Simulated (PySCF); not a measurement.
C$_{2}$H$_{3}$BeN (charge −1, doublet)

Input file:

```
{"job": {"kind": "sp", "xc": "wB97X", "basis": "ma-def2-SVP", "d3": "d3bj", "grid": 2}, "charge": -1, "multiplicity": 2}
Be     0.020838     0.786532    -0.317492
C     -0.018035    -0.232878     1.085101
H      0.715002     0.078368     1.862561
H      0.163502    -1.315550     0.869138
H     -1.014728    -0.165601     1.582469
C      0.059972     0.512898    -2.007050
N      0.089374     0.363945    -3.182331
```

Run with:

```sh
OMP_NUM_THREADS=1 python redox_run.py task.json out
```

Geometry: PBE-D3(BJ)/ma-def2-SVP.

These are results of PySCF, DFT single point, gas phase, functional wB97X, not measurements.

Q: What can the converged electron density, electron localisation function and spin density tell about the bonding?

A: C–N (1.19 Å): ρ is about 3.4 e/Å³ halfway; the ELF peaks at about 0.90 between the atoms; a multiple bond.
C–Be (1.71 Å): ρ is about 0.85 e/Å³ halfway; the ELF peaks at about 1 between the atoms: a shared but strongly polarised pair.
C–H (1.12 Å): ρ at the midpoint is about 1.7 e/Å³; the ELF climbs to about 1 towards the hydrogen, as it does in any bond to H (a covalent bond by its length).
The unpaired spin (1 electron) lies mostly on Be1 (about 0.8) and N7 (about 0.1), in electrons by Hirshfeld's partition.

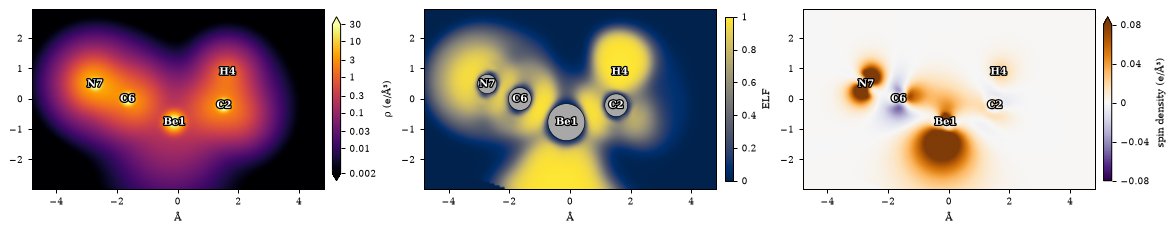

Computed electron density, electron localisation function and spin density on the plane of atoms C2, Be1 and C6, in this order. Grey discs cover the atomic cores in the ELF map. 
